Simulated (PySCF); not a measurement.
## A study: CH4S, SMILES `CS`

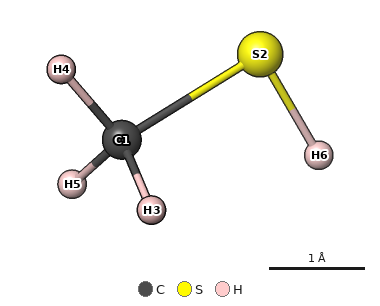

The molecule, with its atoms numbered as below. No frequency check shows the geometry to be a minimum.

Cartesian coordinates (Å):

```
C1       1.1575   -0.0162    0.0000
S2      -0.6611    0.0862   -0.0000
H3       1.4950   -0.5325   -0.8934
H4       1.5210    1.0063   -0.0025
H5       1.4952   -0.5281    0.8957
H6      -0.8790   -1.2273    0.0002
```

### 1. Bonding charge

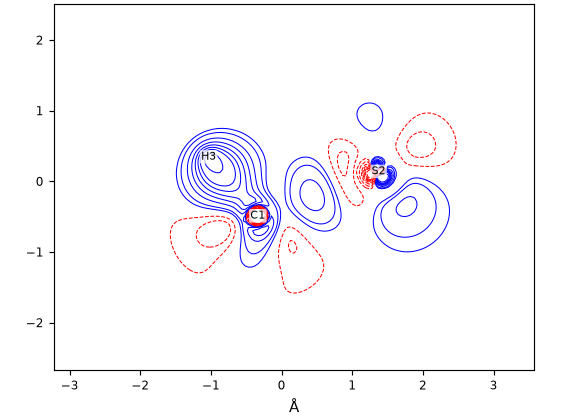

Deformation density (molecule less spherical, spin-averaged free atoms) in the plane of C1, S2 and H3; contours at ±0.05 to ±0.8 e/Å³; solid blue lines: gain, dashed red lines: loss.

Method: B3LYP/aug-cc-pVDZ; geometry: GFN2-xTB; program: PySCF.

**Describe the bonding that the map shows.**

C1–H3: +0.71 e/Å³ at the bond critical point (bond length 1.09 Å). C1–S2: +0.25 e/Å³ at the bond critical point (bond length 1.82 Å). In all, 1.3 electrons gather in the regions of gain relative to the promolecule.

**Where do the Hirshfeld charges lie?**

The highest Hirshfeld charge is on H4 (+0.05 e), the lowest on C1 (−0.12 e).

### 2. Electrostatic potential

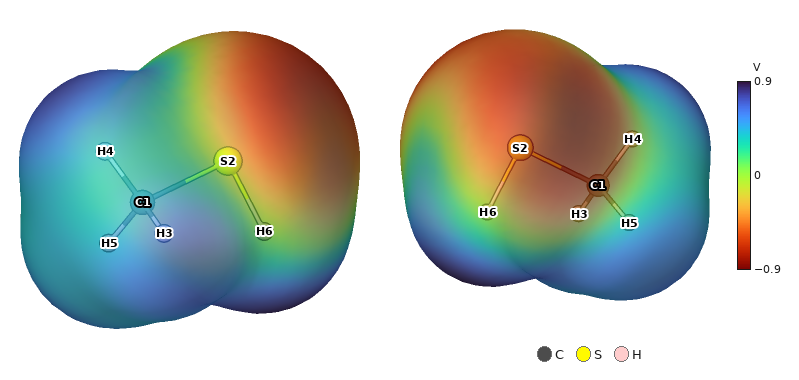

Electrostatic potential on the surface of electron density 0.001 a.u. (back view left, front view right).

**Where are the extremes of the potential on the surface?**

Highest: 0.87 V, 1.3 Å from H6. Further maxima include 0.73 V, 1.3 Å from H3, and at like points elsewhere. Lowest: −0.90 V, 2.3 Å from S2, and at like points elsewhere. The surface is sampled at points, so like sites can differ by a few per cent and only the strongest of them is named.

### 3. In an electric field

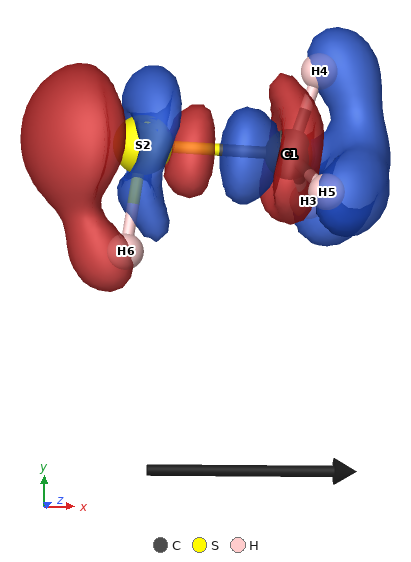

Change of the electron density in a uniform field of 0.21 V/Å along +x (arrow), surfaces at ±0.002 e/Å³ (red: gain, blue: loss).

Method: B3LYP/def2-SVP; geometry: GFN2-xTB; program: PySCF. A basis without diffuse functions makes polarisabilities too small.

**How large is the response?**

The induced dipole is 0.33 D (along the field); α along this axis, from the fields in both directions, is 32 bohr³ (4.8 Å³).

**Which atoms gain and lose the most charge?**

Electrons gather most on S2 (Hirshfeld charge changes by −0.015 e) and leave C1 most (+0.005 e); 0.031 electrons are displaced in all.

### 4. Localised orbitals

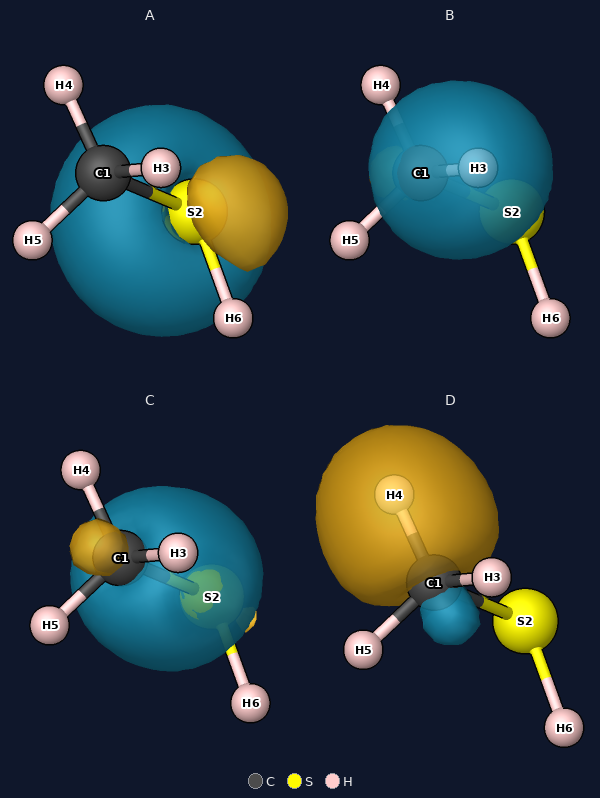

Foster–Boys orbitals, occupied; each surface holds about 80 % of the orbital's density. Energies are diagonal elements of the Fock matrix.

Computed with PySCF, PBE0/def2-TZVP, geometry: GFN2-xTB.

**What does each orbital represent in a Lewis picture?**

By panel:
- A: lone pair on S2 (sp2-type) (S2 99 %; −10.3 eV)
- B: σ bond C1–H3 (C1 57 %, H3 43 %; −13.9 eV)
- C: σ bond S2–C1 (S2 51 %, C1 49 %; −14.7 eV)
- D: σ bond C1–H4 (C1 57 %, H4 43 %; −14.1 eV)

**How do all the valence pairs divide up?**

7 pairs: 5 σ bonds and 2 lone pairs.
